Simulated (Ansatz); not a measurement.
# Squeezing and shearing Sr5P3BrO12 (P6_3/m) (84 atoms), part 3 of 3

How stiff is Sr5P3BrO12 (P6_3/m) (84 atoms), and how do its levels respond to strain?

Ansatz 0.2.0; Kohn-Sham DFT, r2SCAN, PAW (set soft_2), plane waves.

The cell: 20 Sr, 12 P, 4 Br and 48 O. Sampling is at Γ alone.

So far. Step 10 (Stretched by 1 % along x): The relaxation converged after 4 steps, 0.0520 eV below its start, with a largest force component of 0.021 eV/Å. Step 10 (Stretched by 1 % along x): Stretched by 1 % along x: the energy stands 0.0422 eV above that of the reference, at a pressure of -0.647 GPa.

## 11. Compressed by 1 % along x

The relaxed cell is strained along x alone, which gives the stiffness along x and its coupling to y and z.

input.yaml reads:

```yaml
crystal:
  lattice:
    - [9.89558, 0.0019, -0.00039]
    - [-4.94616, 8.65576, -0.00011]
    - [-0.00055, -0.0005, 14.41029]
  atoms:
    [... the 84 atom lines of step 4 ...]
kpoints:
  mp_grid: { grid: [1, 1, 1] }
hamiltonian:
  xc: r2scan
scf:
  occupations: { method: gaussian, width: 0.05 }
output:
  forces: true
  eigenvalues: true
  stress: true
relax:
  f_tol: 0.05
  max_steps: 70
```

Started as:

```sh
$ ansatz run input.yaml --threads 4 --pin off --max-ram 8192MiB --backend cpu --events-out ev --progress --plain --runs-dir out
```

Numbers of over 12 decimals in the logs are rounded to 6 here.

What it wrote:

```text
[...]
Crystal: 84 atoms, lattice volume = 1234.431 Å³
Basis set: ecut = 500 eV, 31297 PW (Γ), exchange–correlation on 300×300×432 points (64 copies of the dense FFT grid, shifted against one another)
Bands: 372, of which v1, the nominal top of the filled ones, is band 288 counted from 1 (287 counted from 0)
Symmetry: 1 space group operations
[...]
k-points: 1
[...]
SCF iter   1: F=—  HF=-118811.041771 eV  |F-HF|=—  |Δ(HF+E_count)|=         —  Δρ=7.34e-3  dr2=6.90e-1  dr2_τ=6.20e0  ethr=1.77e-3  ⟨swp⟩=12.0  Hψ=2548  notcnv=0  defer=15
[...]
SCF iter   6: F=-118813.265488 eV  HF=-118813.265497 eV  |F-HF|=9.59e-6  |Δ(HF+E_count)|=   5.24e-5  Δρ=3.97e-5  dr2=1.88e-5  dr2_τ=4.92e-6  ethr=1.09e-8  ⟨swp⟩=20.0  Hψ=3413  notcnv=0
SCF 1 converged in 6 iterations: F = -118813.265488 eV  dr2 = 1.88e-5
[...]
relax step   1: F+E_penalty+E_count = -118813.26548765 eV  Δ(F+E_penalty+E_count) = +0.000e0 eV  max|allowed force component| = 5.028e-1 eV/Å  Δτ_max = 0.0000 Å  (6 SCF iters, dr2 threshold 6.25e-5 eV, accepted)
[...]
relax step   2: F+E_penalty+E_count = -118813.29718893 eV  Δ(F+E_penalty+E_count) = -3.170e-2 eV  max|allowed force component| = 2.982e-1 eV/Å  Δτ_max = 0.0364 Å  (5 SCF iters, dr2 threshold 1.58e-5 eV, accepted)
[...]
relax step   3: F+E_penalty+E_count = -118813.31917454 eV  Δ(F+E_penalty+E_count) = -2.199e-2 eV  max|allowed force component| = 1.860e-2 eV/Å  Δτ_max = 0.0096 Å  (5 SCF iters, dr2 threshold 5.56e-6 eV, accepted)
[...]
relax step   4: F+E_penalty+E_count = -118813.31917538 eV  Δ(F+E_penalty+E_count) = -8.379e-7 eV  max|allowed force component| = 1.849e-2 eV/Å  Δτ_max = 0.0000 Å  (4 SCF iters, accepted)
[...]
SCF iter   2: F=-118813.319175 eV  HF=-118813.319175 eV  |F-HF|=4.80e-10  |Δ(HF+E_count)|=  6.55e-10  Δρ=2.90e-7  dr2=8.42e-10  dr2_τ=8.39e-11  ethr=1.00e-12  ⟨swp⟩=3.0  Hψ=714  notcnv=0
SCF 5 converged in 2 iterations: F = -118813.319175 eV  dr2 = 8.42e-10
SCF converged after 2 iterations
Free energy (F): -118813.319175 eV
[...]
Internal energy: -118813.319175 eV  (E = F + TS)
E sigma→0 (E₀):  -118813.319175 eV
Fermi energy:    8.718516 eV
[...]
--- Forces (eV/Å), atoms counted from 1 ---
  atom   1  Sr     0.00199014    -0.00447057    -0.00321064
  atom   2  Sr    -0.00200788     0.00391866    -0.00371245
  atom   3  Sr    -0.00186135     0.00417451     0.00357387
  atom   4  Sr     0.00186378    -0.00410757     0.00365545
  atom   5  Sr     0.01015380     0.00487042     0.00001203
  atom   6  Sr    -0.00210651     0.00175661     0.00031854
  atom   7  Sr    -0.00072226     0.00120720     0.00010596
  atom   8  Sr    -0.01003840    -0.00477769     0.00008174
  atom   9  Sr     0.00195960    -0.00189827    -0.00038554
  atom  10  Sr     0.00087192    -0.00113646    -0.00007059
  atom  11  P      0.00598470    -0.01521197     0.00091996
  atom  12  P     -0.00829246     0.00980109     0.00023149
  atom  13  P     -0.01775969     0.00697162     0.00048475
  atom  14  P     -0.00625566     0.01487414     0.00034706
[...]
atom  83  O      0.01150184    -0.00063767     0.00426683
  atom  84  O      0.00424003     0.00002141     0.00657486
  max |Σ_I F_I| component: 8.58e-5 eV/Å
--- Stress (GPa, compression-positive) ---
        1.177558      -0.017515       0.003008
       -0.017515       0.369675       0.002755
        0.003008       0.002755       0.571547
  P = ⅓ Tr σ = 0.7063 GPa (7.063 kbar)
--- Band table (eV) ---
[...]
--- Relaxed structure (4 steps of the walk, 4 accepted, 0 SCFs on fresh bases) ---
  F+E_penalty+E_count = -118813.31917538 eV   max|allowed force component| = 1.849e-2 eV/Å
  atoms:
    - { symbol: Sr, position: [0.333082, 0.666598, 0.000990574] }
    - { symbol: Sr, position: [0.666161, 0.331965, 0.250994] }
    - { symbol: Sr, position: [0.666145, 0.331961, 0.499271] }
    - { symbol: Sr, position: [0.333077, 0.666605, 0.249269] }
[...]
- { symbol: O, position: [0.907961, 0.639828, 0.712034] }
```

The job ended after 2.2 min (4 threads of Arm Neoverse V2, shared host; peak memory 3.5 GiB).

The relaxation converged after 4 steps, 0.0537 eV below its start, with a largest force component of 0.018 eV/Å.

Compressed by 1 % along x: the energy stands 0.0443 eV above that of the reference, at a pressure of 0.706 GPa.

## 12. Sheared by 2 % in xy

A shear of the relaxed cell gives the modulus that volume changes can't reach.

input.yaml, the sections that differ from step 11:

```yaml
crystal:
  lattice:
    - [9.99556, 0.10186, -0.00039]
    - [-4.90956, 8.6058, -0.00011]
    - [-0.00056, -0.00051, 14.41029]
  atoms:
    [... the 84 atom lines of step 4 ...]
# kpoints, hamiltonian, scf, output, relax: as in step 11
```

What it wrote:

```text
[...]
Crystal: 84 atoms, lattice volume = 1246.777 Å³
Basis set: ecut = 500 eV, 31617 PW (Γ), exchange–correlation on 300×300×432 points (64 copies of the dense FFT grid, shifted against one another)
Bands: 372, of which v1, the nominal top of the filled ones, is band 288 counted from 1 (287 counted from 0)
Symmetry: 1 space group operations
[...]
k-points: 1
[...]
SCF iter   1: F=—  HF=-118811.041996 eV  |F-HF|=—  |Δ(HF+E_count)|=         —  Δρ=7.34e-3  dr2=6.99e-1  dr2_τ=6.05e0  ethr=1.77e-3  ⟨swp⟩=9.0  Hψ=2143  notcnv=0  defer=49
[...]
SCF iter   5: F=—  HF=-118813.224410 eV  |F-HF|=—  |Δ(HF+E_count)|=   1.43e-4  Δρ=1.75e-4  dr2=3.25e-4  dr2_τ=5.11e-5  ethr=1.49e-7  ⟨swp⟩=3.0  Hψ=600  notcnv=0  defer=77
SCF iter   6: F=-118813.224342 eV  HF=-118813.224355 eV  |F-HF|=1.21e-5  |Δ(HF+E_count)|=   5.58e-5  Δρ=4.30e-5  dr2=2.22e-5  dr2_τ=5.76e-6  ethr=1.09e-8  ⟨swp⟩=20.0  Hψ=3521  notcnv=0
SCF 1 converged in 6 iterations: F = -118813.224342 eV  dr2 = 2.22e-5
[...]
relax step   1: F+E_penalty+E_count = -118813.22434243 eV  Δ(F+E_penalty+E_count) = +0.000e0 eV  max|allowed force component| = 5.430e-1 eV/Å  Δτ_max = 0.0000 Å  (6 SCF iters, dr2 threshold 6.25e-5 eV, accepted)
[...]
relax step   2: F+E_penalty+E_count = -118813.26414461 eV  Δ(F+E_penalty+E_count) = -3.980e-2 eV  max|allowed force component| = 4.909e-1 eV/Å  Δτ_max = 0.0270 Å  (6 SCF iters, dr2 threshold 1.84e-5 eV, accepted)
[...]
relax step   3: F+E_penalty+E_count = -118813.30059546 eV  Δ(F+E_penalty+E_count) = -3.645e-2 eV  max|allowed force component| = 2.739e-2 eV/Å  Δτ_max = 0.0138 Å  (5 SCF iters, dr2 threshold 1.51e-5 eV, accepted)
[...]
relax step   4: F+E_penalty+E_count = -118813.30059721 eV  Δ(F+E_penalty+E_count) = -1.750e-6 eV  max|allowed force component| = 2.730e-2 eV/Å  Δτ_max = 0.0000 Å  (4 SCF iters, accepted)
[...]
SCF iter   2: F=-118813.300597 eV  HF=-118813.300597 eV  |F-HF|=8.00e-10  |Δ(HF+E_count)|=   1.00e-9  Δρ=3.85e-7  dr2=1.66e-9  dr2_τ=1.19e-10  ethr=1.00e-12  ⟨swp⟩=3.0  Hψ=709  notcnv=0
SCF 5 converged in 2 iterations: F = -118813.300597 eV  dr2 = 1.66e-9
SCF converged after 2 iterations
Free energy (F): -118813.300597 eV
[...]
Internal energy: -118813.300597 eV  (E = F + TS)
E sigma→0 (E₀):  -118813.300597 eV
Fermi energy:    8.588439 eV
[...]
Σ components = -118813.300597   (vs F -118813.300597, Δ=0.00e0)
--- Forces (eV/Å), atoms counted from 1 ---
  atom   1  Sr     0.00899435     0.00522005     0.00071980
  atom   2  Sr    -0.00892014    -0.00559349     0.00045091
  atom   3  Sr    -0.00874654    -0.00540538    -0.00046945
  atom   4  Sr     0.00879914     0.00534115    -0.00039583
[...]
atom  84  O     -0.00457225     0.00778398    -0.00076274
  max |Σ_I F_I| component: 8.57e-5 eV/Å
--- Stress (GPa, compression-positive) ---
        0.009161      -0.786608       0.002730
       -0.786607       0.028004       0.002841
        0.002730       0.002841       0.018812
  P = ⅓ Tr σ = 0.0187 GPa (0.187 kbar)
--- Band table (eV) ---
[...]
--- Relaxed structure (4 steps of the walk, 4 accepted, 0 SCFs on fresh bases) ---
  F+E_penalty+E_count = -118813.30059721 eV   max|allowed force component| = 2.730e-2 eV/Å
  atoms:
    - { symbol: Sr, position: [0.331549, 0.665575, 0.00109609] }
    - { symbol: Sr, position: [0.667694, 0.332978, 0.251097] }
    - { symbol: Sr, position: [0.667671, 0.332977, 0.499164] }
    - { symbol: Sr, position: [0.331559, 0.665599, 0.249165] }
[...]
- { symbol: O, position: [0.906805, 0.639344, 0.712197] }
```

Elapsed: 2.2 min, on 4 threads; peak memory 3.5 GiB; 8.7 min of CPU time.

The relaxation converged after 4 steps, 0.0763 eV below its start, with a largest force component of 0.027 eV/Å.

Sheared by 2 % in xy: the energy stands 0.0629 eV above that of the reference, at a pressure of 0.0187 GPa.

## 13. Pressure against volume

Atoms are relaxed at each volume, in the scaled cell.

```
volume change (%)  volume (Å³/atom)  energy change (meV/atom)  pressure (GPa)  largest move on relaxing (Å)  bonds  gap (eV)
              -10            13.360                     43.17           10.41                          0.09    216                6.43
               -6            13.953                     14.16            5.45                          0.06    216                6.22
               -3            14.399                      3.30            2.47                          0.03    216                6.06
               +0            14.844                      0.00           -0.01                             -    216                5.90
               +3            15.289                      2.87           -2.01                          0.04    216                5.75
               +6            15.735                     10.81           -3.61                          0.09    204                5.60
```

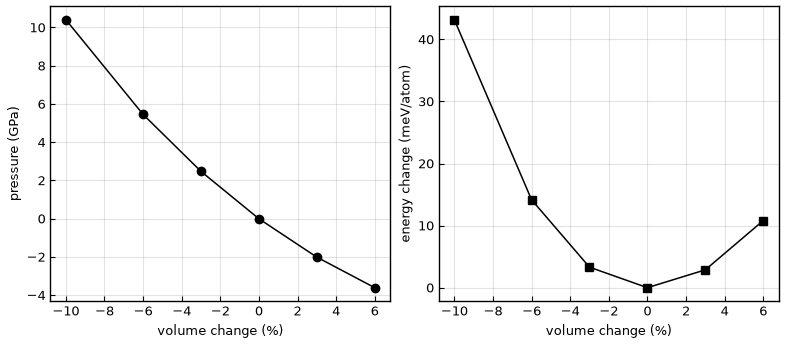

Pressure and energy against volume.

## 14. Uniaxial strain and shear

Stress (GPa, compression positive) less that of the relaxed cell, atoms relaxed:

```csv
strain,xx,yy,zz,xy,energy change (meV/atom)
stretched by 1 % along x,-1.067,-0.317,-0.541,0.000,0.50
compressed by 1 % along x,1.182,0.377,0.575,-0.001,0.53
sheared by 2 % in xy,0.013,0.036,0.023,-0.771,0.75
```

## 15. Outcome

The bulk modulus, from the slope of pressure against ln V over the three points nearest the relaxed volume, is 74.8 GPa; a quadratic over all points gives a pressure derivative of about 6.1. The count of bonds runs from 204 to 216 over the series, so at some points contacts cross the cutoffs. The gap goes from 6.43 eV at the smallest volume to 5.60 eV at the largest, -5.1 eV per unit of ln V by a straight line, on the run's k-points. In the Cartesian axes of the cell, finite differences give C11 = 112, C12 = 34.7, C13 = 55.8 and C66 = 38.5 GPa (the shear of 2 % is the engineering strain, εxy = 0.01).

Caveats: Strains are finite and relaxations stop at the force tolerance of the input, which can leave moduli too stiff; they are those of a static cell at zero temperature. Volumes are changed with the cell's shape held, so in an anisotropic solid the modulus lies over the one under free hydrostatic load. The program notes that the SCF threshold of the relaxations is loose for the stress. Forces of over 1 eV/Å at the start, largest on P, show that the listed positions lie far from a minimum at this level.

The DFT runs together took 23 min of wall time.

[Logs are printed without paths, hosts, clocks, repeated set-up lines and the standing remarks that a program may print on its own settings, such as how far it seeks lower states.]

[Hosts, paths, dates, database ids (printed as entryN), source tags and the programs' standing remarks are cut or masked in the printed files.]
